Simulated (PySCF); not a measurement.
# C2Cl2O2 (SMILES O=C(Cl)C(=O)Cl) at 6 levels

Aim: a comparison of 6 runs (HF/STO-3G, B2PLYP/cc-pVDZ, CAM-B3LYP/cc-pVDZ, PBE0/cc-pVDZ, wB97X/cc-pVDZ, SCS-MP2/cc-pVDZ) of C2Cl2O2. Input form: a Python script.

The results are computed with PySCF 2.14.0.

2 further runs of the same task are left out: 2 set aside as unsound or not needed.

**1. The structure to begin with**

The species is C2Cl2O2 (6 atoms), meant as a singlet with charge 0. As SMILES, `O=C(Cl)C(=O)Cl`. One bond was lengthened or shortened from a relaxed shape.

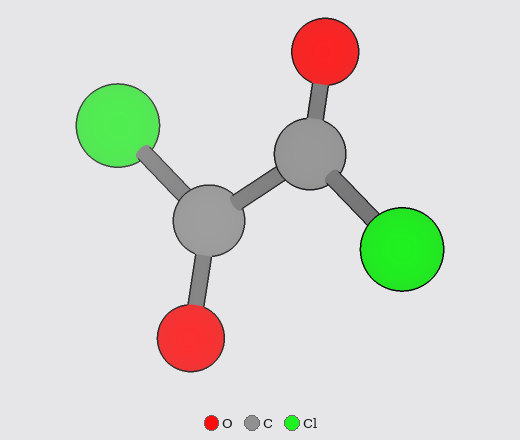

The structure, seen from a chosen angle (oxygen red, carbon grey, chlorine green).

**2. A single-point energy at HF/STO-3G (run 1)**

calc.py reads:

```python
from pyscf import gto, scf

mol = gto.Mole()
mol.atom = '''
O   -0.718118   0.126158  -1.770624
C   -0.409968  -0.314112  -0.715124
Cl  -0.731958  -1.944102  -0.225784
C    0.315562   0.446748   0.399186
O    0.683120  -0.063730   1.607450
Cl   0.621682   2.081928  -0.083024
'''
mol.charge = 0
mol.verbose = 4
mol.max_memory = 1860
mol.basis = 'sto-3g'
mol.build()

myscf = scf.RHF(mol)
myscf.conv_tol = 1e-10
myscf.kernel()
if not myscf.converged:
    myscf = myscf.newton().run(myscf.mo_coeff, myscf.mo_occ)

etot = myscf.e_tot
print(f'total energy: {etot:.8f} hartree')
```

Run with:

```bash
$ OMP_NUM_THREADS=1 python calc.py
```

Log:

```text
PySCF version 2.14.0

[... 66 lines left out ...]
converged SCF energy = -1131.5619942275
total energy: -1131.56199423 hartree
```

Wall time 1.3 s (1 thread of Intel Xeon at 2.70GHz, shared host); peak memory 0.1 GiB.

**3. The energy at B2PLYP/cc-pVDZ (run 2)**

mol.xyz reads:

```xyz
6
C2Cl2O2
O     -0.718118     0.126158    -1.770624
C     -0.409968    -0.314112    -0.715124
Cl    -0.731958    -1.944102    -0.225784
C      0.315562     0.446748     0.399186
O      0.683120    -0.063730     1.607450
Cl     0.621682     2.081928    -0.083024
```

input.py reads:

```python
from pyscf import gto, dft, mp

system = gto.Mole()
system.atom = 'mol.xyz'
system.spin = 0
system.charge = 0
system.basis = 'cc-pvdz'
system.max_memory = 1860
system.verbose = 4
system.build()

myscf = dft.RKS(system)
myscf.xc = '0.53*HF + 0.47*B88, 0.73*LYP'
myscf.conv_tol = 1e-10
myscf.grids.level = 5
myscf.kernel()
if not myscf.converged:
    myscf = myscf.newton().run(myscf.mo_coeff, myscf.mo_occ)

pt = mp.MP2(myscf, frozen=14).run()
etot = myscf.e_tot + 0.27 * pt.e_corr
print('PT2 part  %.8f' % (0.27 * pt.e_corr))
print(f'total energy: {etot:.8f} hartree')
```

Run with:

```bash
$ OMP_NUM_THREADS=1 python input.py
```

Log:

```text
PySCF version 2.14.0

[... 84 lines left out ...]
converged SCF energy = -1146.24351644506
[... 1 line left out ...]
******** <class 'pyscf.mp.mp2.RMP2'> ********
nocc = 17, nmo = 78
frozen orbitals 14
E(RMP2) = -1147.39508474327  E_corr = -1.15156829820721
E(SCS-RMP2) = -1147.34514930626  E_corr = -1.10163286120041
E_corr(same-spin) = -0.323364342286431
E_corr(oppo-spin) = -0.82820395592078
PT2 part  -0.31092344
total energy: -1146.55443989 hartree
```

Run time: 40 s. Hardware: 1 thread of Intel Xeon at 2.70GHz, shared host; peak memory 0.48 GiB.

**4. The energy at CAM-B3LYP/cc-pVDZ (run 3)**

run.py reads:

```python
from pyscf import gto, dft

system = gto.M(
    atom=[
    ('O', (-0.718118, 0.126158, -1.770624)),
    ('C', (-0.409968, -0.314112, -0.715124)),
    ('Cl', (-0.731958, -1.944102, -0.225784)),
    ('C', (0.315562, 0.446748, 0.399186)),
    ('O', (0.683120, -0.063730, 1.607450)),
    ('Cl', (0.621682, 2.081928, -0.083024)),
],
    basis='cc-pvdz',
    spin=0,
    charge=0,
    verbose=4,
    max_memory=1860,
)

mf = dft.RKS(system)
mf.xc = 'cam-b3lyp'
mf.grids.level = 5
mf.conv_tol = 1e-10
mf.kernel()
if not mf.converged:
    mf = mf.newton().run(mf.mo_coeff, mf.mo_occ)

e_final = mf.e_tot
print('E(%s) = %.9f' % ('CAM-B3LYP', e_final))
```

Run with:

```bash
$ OMP_NUM_THREADS=1 python run.py
```

Log:

```text
PySCF version 2.14.0

[... 80 lines left out ...]
converged SCF energy = -1146.96864784513
E(CAM-B3LYP) = -1146.968647845
```

Wall time 63 s (1 thread of Intel Xeon at 2.70GHz, shared host); peak memory 0.48 GiB.

Runs 4 to 5 aren't shown in full; the table further down has their settings and results.

**5. A single-point energy at SCS-MP2/cc-pVDZ (run 6)**

input.py reads:

```python
from pyscf import gto, mp

system = gto.M(
    atom='''
O       -0.718118       0.126158      -1.770624
C       -0.409968      -0.314112      -0.715124
Cl      -0.731958      -1.944102      -0.225784
C        0.315562       0.446748       0.399186
O        0.683120      -0.063730       1.607450
Cl       0.621682       2.081928      -0.083024
''',
    max_memory=1860,
    basis='cc-pvdz',
    spin=0,
    verbose=3,
    charge=0,
)

mf = system.RHF()
mf.conv_tol = 1e-10
mf.kernel()
if not mf.converged:
    mf = mf.newton().run(mf.mo_coeff, mf.mo_occ)

pt = mp.MP2(mf, frozen=14).run()
etot = mf.e_tot + 1.2 * pt.e_corr_os + pt.e_corr_ss / 3
print('Final energy', etot)
```

Run with:

```bash
$ OMP_NUM_THREADS=1 python input.py
```

Log:

```text
converged SCF energy = -1144.40999686485
E(RMP2) = -1145.32567442224  E_corr = -0.915677557399399
E(SCS-RMP2) = -1145.28737948267  E_corr = -0.877382617825846
Final energy -1145.287379482671
```

It took 4.8 s on 1 thread of Intel Xeon at 2.70GHz, shared host; peak memory 0.23 GiB.

**6. The series**

```csv
run,level,frozen core orbitals,integration grid,energy (Eh),dipole moment (D) of the reference,HOMO energy (eV),LUMO energy (eV),wall time
1,HF/STO-3G,–,–,-1131.561994,0.26,-10.66,3.02,1.3 s
2,B2PLYP/cc-pVDZ,14,5,-1146.554440,0.79,-10.35,-2.61,40 s
3,CAM-B3LYP/cc-pVDZ,–,5,-1146.968648,0.75,-10.13,-2.78,63 s
4,PBE0/cc-pVDZ,–,5,-1146.492670,0.75,-8.79,-4.03,31 s
5,wB97X/cc-pVDZ,–,5,-1146.971436,0.76,-11.20,-1.81,52 s
6,SCS-MP2/cc-pVDZ,14,–,-1145.287379,0.90,-13.02,-0.24,4.8 s
```

**7. Summary of results**

| quantity | value |
| --- | --- |
| run 6: total energy | -1145.28738 Eh |
| run 6: dipole moment (Hartree–Fock density) | 0.90 D |
| run 6: HOMO energy (Hartree–Fock orbitals) | -13.02 eV |
| run 6: LUMO energy (Hartree–Fock orbitals) | -0.24 eV |
| run 6: HOMO–LUMO gap (Hartree–Fock orbitals) | 12.78 eV |
| run 6: correlation energy (14 core orbitals frozen) | -877.4 mEh |

What this shows: Over runs 1, 2, 3, 4, 5 the dipole moment (its size) runs from 0.26 D (HF/STO-3G) to 0.79 D (B2PLYP/cc-pVDZ). The two ends differ in method and basis. A double hybrid's value is that of its SCF part. Over runs 1, 2, 3, 4, 5 the HOMO–LUMO gap runs from 4.76 eV (PBE0/cc-pVDZ) to 13.68 eV (HF/STO-3G). Totals of different functionals can't be ranked against each other. In run 1 the basis is minimal, so the values are rough. All runs together took 3.2 min, the longest 63 s.
